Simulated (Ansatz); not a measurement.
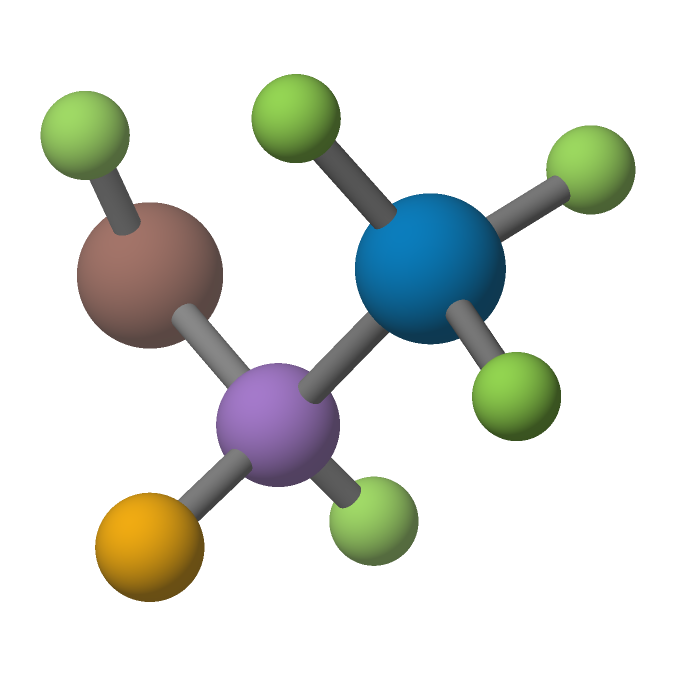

Ball-and-stick drawing of a structure. Colours: fluorine orange, carbon purple, silicon blue, sulfur brown, hydrogen green.

Computed geometry: PBE0-D4/def2-TZVP optimisation.

Describe the molecule.

The molecule is CH₅FSSi. SMILES: `F[C@H]([SiH3])S`. It has no ring. Among its groups: thiol, C–F bond, Si–H bond. This geometry has C1 symmetry. Coordination: 1 C tetrahedral; 1 Si tetrahedral; 1 S bent.

The parts below concern this one geometry. Atoms keep their numbers from picture to picture.

## Shape

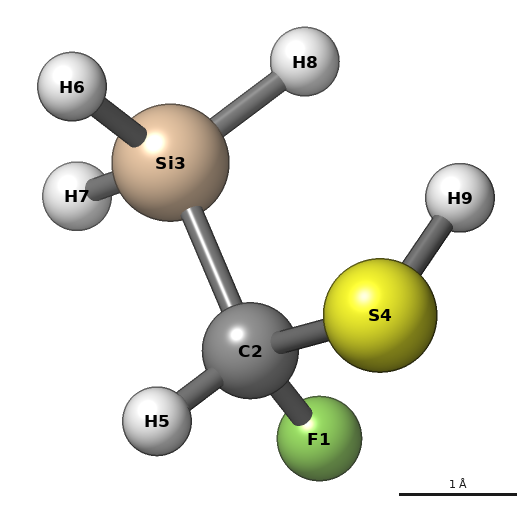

Atoms carry their numbers in the input.

Estimate the angles F1–C2–Si3, F1–C2–S4, F1–C2–H5, Si3–C2–S4, Si3–C2–H5, S4–C2–H5, C2–Si3–H6, C2–Si3–H7, C2–Si3–H8, C2–S4–H9.

| angle | degrees |
| --- | --- |
| F1–C2–Si3 | 109.9 |
| F1–C2–S4 | 112.2 |
| F1–C2–H5 | 107.3 |
| Si3–C2–S4 | 111.9 |
| Si3–C2–H5 | 111.0 |
| S4–C2–H5 | 104.4 |
| C2–Si3–H6 | 108.4 |
| C2–Si3–H7 | 110.0 |
| C2–Si3–H8 | 107.8 |
| C2–S4–H9 | 97.3 |

## Electronic properties

Level of theory: RKS BLYP-D4/def2-TZVPP (Ansatz 0.2.0).

Computed properties:

- HOMO energy (Kohn–Sham orbital): −6.17 eV
- LUMO energy (Kohn–Sham orbital): −0.96 eV
- HOMO–LUMO gap: 5.21 eV
- dispersion correction: −41.1 kJ/mol

## Vibrations

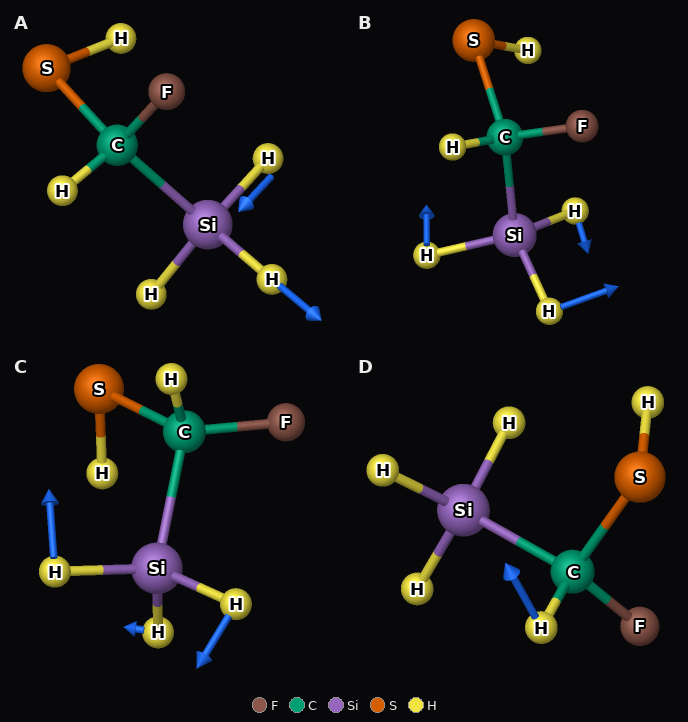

4 normal modes of one molecule or complex, as arrows. Harmonic vibrations computed with RKS PBE0-D4/def2-TZVP (Ansatz 0.2.0) at a stationary point of the same level.

> Match the panels to the wavenumbers 621 cm⁻¹, 941 cm⁻¹, 1315 cm⁻¹, 2242 cm⁻¹.

A: 2242 cm⁻¹, out-of-phase stretching of 2 Si–H bonds
B: 941 cm⁻¹, H–Si–H bending
C: 621 cm⁻¹, C–Si–H bending
D: 1315 cm⁻¹, F–C–H bending

## Thermal motion

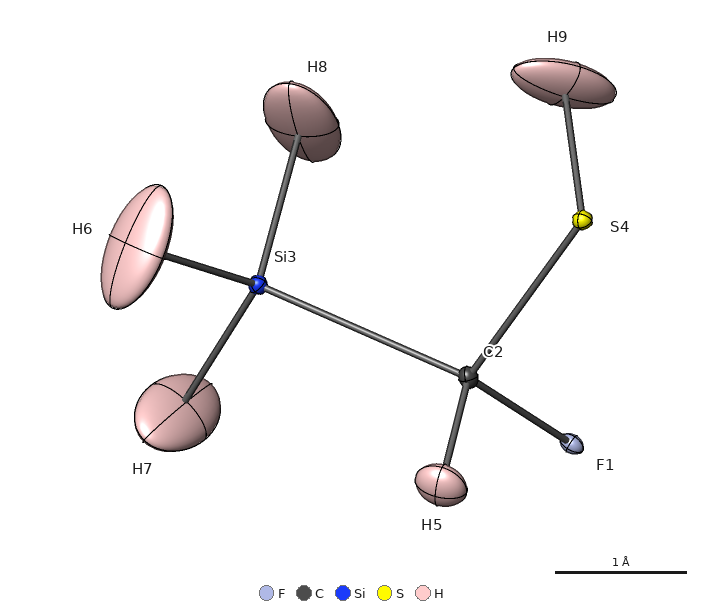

Displacement ellipsoids at the 50 % level, from the internal vibrations of the free molecule (harmonic, no overall translation or rotation; no half-axis is drawn under 0.075 Å). Vibrations computed with RKS PBE0-D4/def2-TZVP (Ansatz 0.2.0). Temperature: 298 K.

> Which atom has the largest mean-square displacement?

H8, with U_eq = 0.0535 Å².

> Does H8 move more along its bond or across it?

Across it: the root-mean-square amplitude is 0.086 Å along the bond and up to 0.343 Å across, since bending and torsion are softer than stretching.

Give the displacement parameters, one line for each set of equivalent atoms.

```csv
atom,U_eq (Å²),rms amplitudes (Å)
F1,0.0024,"0.028, 0.046, 0.065"
C2,0.0025,"0.039, 0.052, 0.057"
Si3,0.0012,"0.012, 0.034, 0.049"
S4,0.0012,"0.016, 0.027, 0.051"
H5,0.0133,"0.086, 0.122, 0.134"
H6,0.0496,"0.089, 0.188, 0.325"
H7,0.0490,"0.095, 0.189, 0.320"
H8,0.0535,"0.086, 0.188, 0.343"
H9,0.0381,"0.081, 0.158, 0.288"
```
